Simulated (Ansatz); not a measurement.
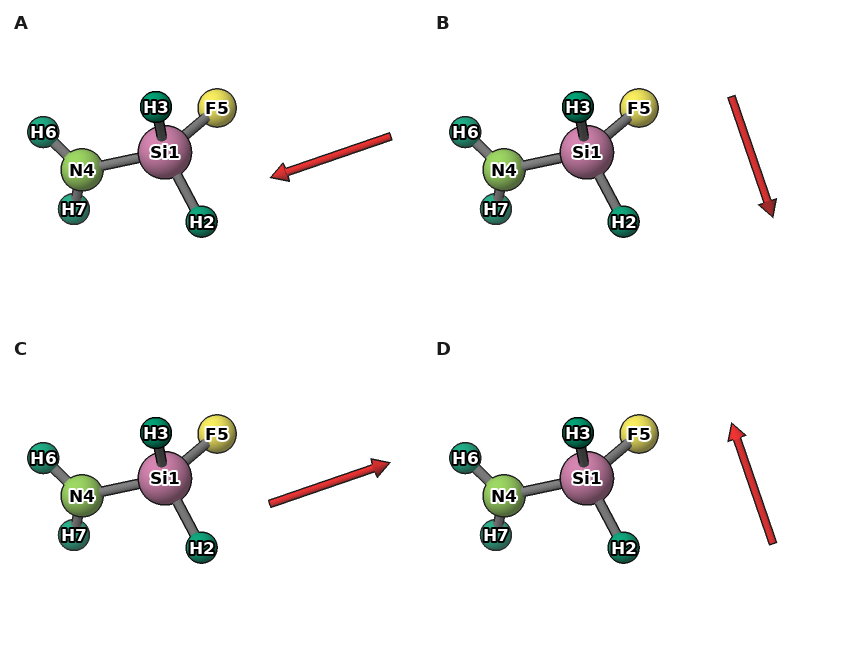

The same molecule four times, each with an arrow. The computed structure is the end point of a PBE0-D4/def2-TZVP optimisation. Level of theory: RKS PBE0-D4/def2-TZVP (Ansatz 0.2.0).

> Which arrow points along the dipole moment, from the negative to the positive end?

A. The dipole moment is 1.99 D; it points from the side of F5 to the side of H6, H7 (the outermost atoms at the two ends).
